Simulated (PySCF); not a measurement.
## Electronic structure of C2H9FSi4 (SMILES C=C[Si]1(F)[SiH2][SiH2][SiH2]1) in real space

```xyz
16

C    -3.2825    0.3840    0.2949
C    -2.0427    0.1340    0.6931
Si   -0.5293    0.1500   -0.4182
F    -1.1328    0.5291   -1.8932
Si    1.3153    1.5274    0.1044
Si    2.7164   -0.3655   -0.0744
Si    0.8657   -1.7513   -0.5554
H    -4.1274    0.3646    0.9669
H    -3.5026    0.6223   -0.7331
H    -1.8692   -0.0995    1.7371
H     1.5999    2.6565   -0.7903
H     1.2629    2.1639    1.4293
H     3.7496   -0.2996   -1.1177
H     3.4939   -0.7118    1.1247
H     0.8925   -2.4901   -1.8246
H     0.5829   -2.8051    0.4309
```

Geometry: GFN2-xTB.

The calculation used PySCF 2.14.0, PBE0/pcSseg-1, SCF density, gas phase, non-relativistic.

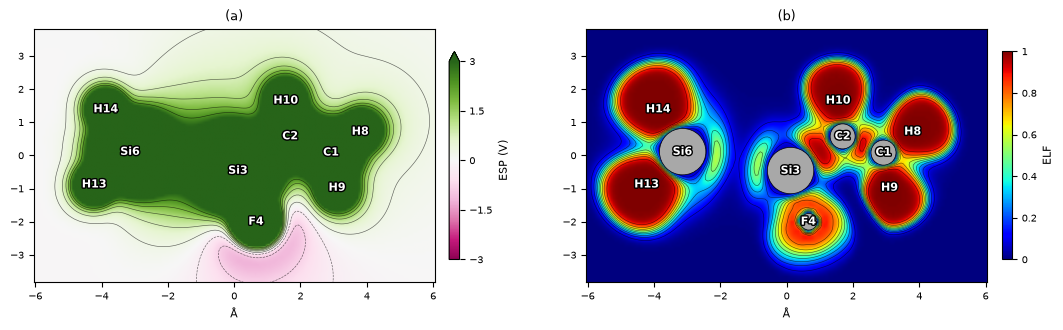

Figure 1. (a) molecular electrostatic potential; (b) ELF on the plane of atoms C1, C2 and H10. Grey discs cover the atomic cores in the ELF map.

> What does the map show?

- Atoms in the plane: C, Si, F and H.
- C–C (1.33 Å): the ELF peaks at about 0.95 between the atoms: a multiple bond.
- Si–F (1.64 Å): the ELF peaks at about 0.85 in the valence shell of F, 0.6 Å from its nucleus, and is about 0.50 at the midpoint.
- C–Si (1.88 Å): the ELF peaks at about 0.95 between the atoms, as expected for localised, covalent bonding.
- C–H (1.08 Å): the ELF climbs to about 1 towards the hydrogen, as it does in any bond to H: a covalent bond by its length.
- Si–H (1.47 Å): the ELF climbs to about 1 towards the hydrogen.
- The ELF also peaks beside F4, away from the bonds: lone-pair regions.
- Outside the dense part of the molecule the potential is most negative (−1.2 V) near F4.

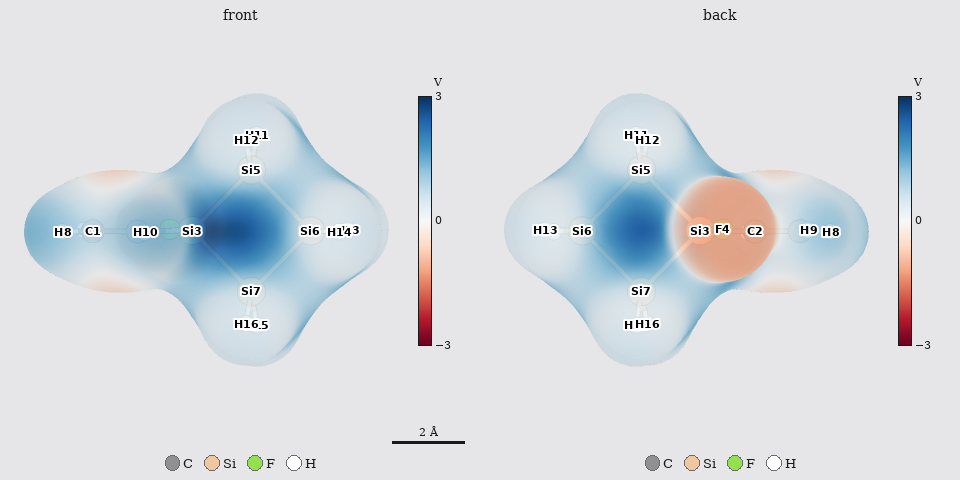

Figure 2. The electrostatic potential painted on the density surface at 0.004 e/bohr³, seen from the front and from behind; red is negative and blue positive.

> Describe the electrostatic potential map.

The most negative region (about −1.2 V) lies over F4, the most positive (about +2.7 V) over Si3.

> What dipole moment does the calculation give?

Its dipole moment is 1.49 D.
